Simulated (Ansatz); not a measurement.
# C2H12BNSi2: how energies converge with the basis set

How large a basis does C2H12BNSi2 need? Two functionals are run in growing sets.

Computed with Ansatz 0.2.0, Gaussian basis. Level: one geometry, several basis sets.

Levels to be run: PBE0-D4/def2-SVP; ωB97M-V/def2-SVP; PBE0-D4/def2-QZVPP; ωB97M-V/def2-QZVPP; the functionals' def2-TZVPP values are taken from earlier runs.

1 further run of the same task is left out (it didn't finish). Runs told in other sessions of the task aren't counted.

**1. The relaxed structure**

The geometry comes from an earlier relaxation with PBE0-D4 in a triple-zeta def2 set; it is a stationary point, not always the lowest conformer.

SMILES `BN([SiH3])[SiH](C)C`, 18 atoms, charge 0, spin multiplicity 1.

Atoms are counted from 1 here; the program's logs count them from 0.

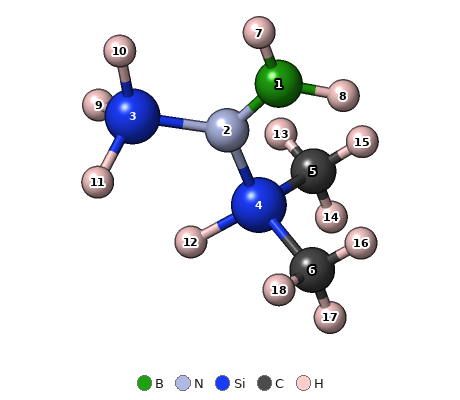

The geometry (boron green, nitrogen light blue, silicon blue, carbon dark grey, hydrogen pink); atoms are numbered from 1 in the order of the file.

**2. PBE0-D4 in def2-SVP**

Contents of in.yaml:

```yaml
crystal:
  periodic: [false, false, false]
  atoms:
    - {symbol: B, position_ang: [0.002240, 1.039297, 1.645722]}
    - {symbol: N, position_ang: [-0.128667, -0.179882, 0.958687]}
    - {symbol: Si, position_ang: [-0.459182, -1.681792, 1.789845]}
    - {symbol: Si, position_ang: [0.046599, -0.192658, -0.800129]}
    - {symbol: C, position_ang: [-1.272411, 0.858997, -1.588417]}
    - {symbol: C, position_ang: [1.759314, 0.356193, -1.282310]}
    - {symbol: H, position_ang: [-0.110380, 1.085101, 2.838742]}
    - {symbol: H, position_ang: [0.229744, 2.046015, 1.027289]}
    - {symbol: H, position_ang: [-1.732036, -2.270231, 1.295103]}
    - {symbol: H, position_ang: [-0.558180, -1.415696, 3.244636]}
    - {symbol: H, position_ang: [0.628507, -2.661080, 1.527011]}
    - {symbol: H, position_ang: [-0.150305, -1.619353, -1.193649]}
    - {symbol: H, position_ang: [-2.268315, 0.510368, -1.305694]}
    - {symbol: H, position_ang: [-1.196295, 0.822325, -2.678335]}
    - {symbol: H, position_ang: [-1.174445, 1.901494, -1.275790]}
    - {symbol: H, position_ang: [1.940954, 1.384723, -0.960967]}
    - {symbol: H, position_ang: [1.888962, 0.310946, -2.366855]}
    - {symbol: H, position_ang: [2.516397, -0.283366, -0.822889]}
basis:
  gaussian: {orbitals: def2-SVP}
hamiltonian: {xc: pbe0, dispersion: d4}
output: {orbitals: {seedname: orbitals}}
```

Run with:

```bash
> ansatz run in.yaml --threads 4 --pin off --events-out ev --progress --plain --max-ram 11315MiB
```

What it wrote:

```text
Functional definition: PBE0
  name "PBE0"
  cite "Adamo & Barone, J. Chem. Phys. 110, 6158 (1999) doi:10.1063/1.478522"
  cite "Perdew, Burke & Ernzerhof, Phys. Rev. Lett. 77, 3865 (1996) doi:10.1103/PhysRevLett.77.3865"
  parent pbe
  parameter a = 0.25
  parameter kappa = 0.804
  parameter beta = 0.06672455060314922
  exchange = (1 - a)*pbe_x(kappa = kappa, mu = beta*pi^2/3) + a*exact_x
  correlation = pbe_c(beta = beta)
1730 factors; their error is unknown
mean field evaluation 1: about -20162.5235 eV, gradient 6.8e1 eV
mean field evaluation 2: about -20155.4411 eV, gradient 8.5e1 eV
mean field evaluation 4: about -20173.0710 eV, gradient 3.6e0 eV
mean field evaluation 8: about -20173.1022 eV, gradient 2.4e-2 eV
mean field evaluation 16: about -20173.1878 eV, gradient 1.3e-5 eV
mean field -20173.18778823 eV, -741.3509773395 hartree, gradient 1.3e-5 eV, S^2 0.000000; 0 other end points of the search recorded, 0 dependent functions left out
reference -20173.18782415 eV, -741.3509786596 hartree; 32, 32 occupied and 120, 120 virtual orbitals, 1730 factors
Total energy: -20173.58735456 eV, -741.3656611314 hartree
```

It took 2.4 s on 4 threads of Arm Neoverse V1, shared host; peak memory 0.45 GiB.

**3. ωB97M-V in def2-SVP**

Edit in.yaml of step 2 so:

```diff
@@ -23,3 +23,3 @@
   gaussian: {orbitals: def2-SVP}
-hamiltonian: {xc: pbe0, dispersion: d4}
+hamiltonian: {xc: {name: wB97M-V}}
 output: {orbitals: {seedname: orbitals}}
```

Launched as before.

What it wrote (excerpt; [...] marks lines left out):

```text
Functional definition: wB97M-V
  name "wB97M-V"
  cite "Mardirossian & Head-Gordon, J. Chem. Phys. 144, 214110 (2016) doi:10.1063/1.4952647"
  cite "Becke, J. Chem. Phys. 107, 8554 (1997) doi:10.1063/1.475007"
  cite "Vydrov & Van Voorhis, J. Chem. Phys. 133, 244103 (2010) doi:10.1063/1.3521275"
  # Of w^i u^j: cxij and so on, Table III.
[...]
  gx(w, u) = 1 - cx + cx01*u + cx10*w
  gss(w, u) = css00 + css04*u^4 + css10*w + css20*w^2 + css43*w^4*u^3
  gos(w, u) = cos00 + cos10*w + (cos20 + cos21*u)*w^2 + (cos60 + cos61*u)*w^6
[...]
      + integral(e_c_pw_mod_opposite_spin*gos(b97_w_opposite, b97_u_opposite)) + vv10(b, c)
1730 factors; their error is unknown
517 factors; integrals over basis functions are off by at most 9.8e-6 eV
[...]
mean field -20181.43909361 eV, -741.6542072195 hartree, gradient 3.3e-5 eV, S^2 0.000000; 0 other end points of the search recorded, 0 dependent functions left out
reference -20181.43914895 eV, -741.6542092532 hartree; 32, 32 occupied and 120, 120 virtual orbitals, 1730 factors
Total energy: -20181.43914895 eV, -741.6542092532 hartree
```

It took 9.5 s on 4 threads of Arm Neoverse V1, shared host; peak memory 0.62 GiB.

**4. PBE0-D4 in def2-QZVPP**

Edit in.yaml of step 3 so:

```diff
@@ -22,4 +22,4 @@
 basis:
-  gaussian: {orbitals: def2-SVP}
-hamiltonian: {xc: {name: wB97M-V}}
+  gaussian: {orbitals: "def2-QZVPP.json"}
+hamiltonian: {xc: pbe0, dispersion: d4}
 output: {orbitals: {seedname: orbitals}}
```

Same command.

What it wrote:

```text
Functional definition: PBE0
  name "PBE0"
  cite "Adamo & Barone, J. Chem. Phys. 110, 6158 (1999) doi:10.1063/1.478522"
  cite "Perdew, Burke & Ernzerhof, Phys. Rev. Lett. 77, 3865 (1996) doi:10.1103/PhysRevLett.77.3865"
  parent pbe
  parameter a = 0.25
  parameter kappa = 0.804
  parameter beta = 0.06672455060314922
  exchange = (1 - a)*pbe_x(kappa = kappa, mu = beta*pi^2/3) + a*exact_x
  correlation = pbe_c(beta = beta)
2236 factors; their error is unknown
mean field evaluation 1: about -20168.9703 eV, gradient 8.7e1 eV
mean field evaluation 2: about -20154.1922 eV, gradient 1.1e2 eV
mean field evaluation 4: about -20184.4747 eV, gradient 7.0e0 eV
mean field evaluation 8: about -20184.5803 eV, gradient 5.1e-2 eV
mean field evaluation 16: about -20184.5897 eV, gradient 1.5e-5 eV
mean field -20184.58969964 eV, -741.7699898553 hartree, gradient 1.5e-5 eV, S^2 0.000000; 0 other end points of the search recorded, 0 dependent functions left out
reference -20184.58975502 eV, -741.7699918905 hartree; 32, 32 occupied and 696, 696 virtual orbitals, 2236 factors
Total energy: -20184.98928543 eV, -741.7846743623 hartree
```

It took 26 s on 4 threads of Arm Neoverse V1, shared host; peak memory 3.9 GiB.

**5. ωB97M-V in def2-QZVPP**

Edit in.yaml of step 4 so:

```diff
@@ -23,3 +23,3 @@
   gaussian: {orbitals: "def2-QZVPP.json"}
-hamiltonian: {xc: pbe0, dispersion: d4}
+hamiltonian: {xc: {name: wB97M-V}}
 output: {orbitals: {seedname: orbitals}}
```

Same command.

What it wrote (excerpt; [...] marks lines left out):

```text
Functional definition: wB97M-V
  name "wB97M-V"
  cite "Mardirossian & Head-Gordon, J. Chem. Phys. 144, 214110 (2016) doi:10.1063/1.4952647"
  cite "Becke, J. Chem. Phys. 107, 8554 (1997) doi:10.1063/1.475007"
  cite "Vydrov & Van Voorhis, J. Chem. Phys. 133, 244103 (2010) doi:10.1063/1.3521275"
  # Of w^i u^j: cxij and so on, Table III.
[...]
  gx(w, u) = 1 - cx + cx01*u + cx10*w
  gss(w, u) = css00 + css04*u^4 + css10*w + css20*w^2 + css43*w^4*u^3
  gos(w, u) = cos00 + cos10*w + (cos20 + cos21*u)*w^2 + (cos60 + cos61*u)*w^6
[...]
      + integral(e_c_pw_mod_opposite_spin*gos(b97_w_opposite, b97_u_opposite)) + vv10(b, c)
2196 factors; their error is unknown
623 factors; integrals over basis functions are off by at most 1.0e-5 eV
[...]
mean field -20193.14358419 eV, -742.0843393145 hartree, gradient 2.9e-5 eV, S^2 0.000000; 0 other end points of the search recorded, 0 dependent functions left out
reference -20193.14367260 eV, -742.0843425638 hartree; 32, 32 occupied and 696, 696 virtual orbitals, 2196 factors
Total energy: -20193.14367260 eV, -742.0843425638 hartree
```

It took 51 s on 4 threads of Arm Neoverse V1, shared host; peak memory 4.8 GiB.

**6. Functionals by basis**

The def2-TZVPP values come from earlier runs at the same geometry.

| functional | basis | functions | energy (eV) | from the largest (eV) | HOMO (eV) | LUMO (eV) |
| --- | --- | --- | --- | --- | --- | --- |
| PBE0-D4 | def2-SVP | 152 | -20173.5874 | 11.402 | -8.07 | -0.20 |
| PBE0-D4 | def2-TZVPP | 376 | -20184.1720 | 0.817 | -8.12 | -0.43 |
| PBE0-D4 | def2-QZVPP | 728 | -20184.9893 | 0.000 | -8.13 | -0.49 |
| ωB97M-V | def2-SVP | 152 | -20181.4391 | 11.705 | -10.29 | 1.81 |
| ωB97M-V | def2-TZVPP | 376 | -20192.3831 | 0.761 | -10.37 | 1.38 |
| ωB97M-V | def2-QZVPP | 728 | -20193.1437 | 0.000 | -10.37 | 1.17 |

**7. What came out**

| quantity | value |
| --- | --- |
| PBE0-D4: double and triple zeta above quadruple | 11.40, 0.82 eV |
| ωB97M-V: double and triple zeta above quadruple | 11.70, 0.76 eV |

**Reading.** For PBE0-D4 the step from double to triple zeta gains 10.58 eV and the next only 0.82 eV. Total energies overstate the basis error of differences, where much of it tends to cancel. The LUMO of ωB97M-V is positive and keeps falling with the basis (1.81 to 1.17 eV): an unbound level that the basis holds in place.

For PBE0-D4 the largest set took about 11 times as long as the smallest (26 s against 2.4 s).
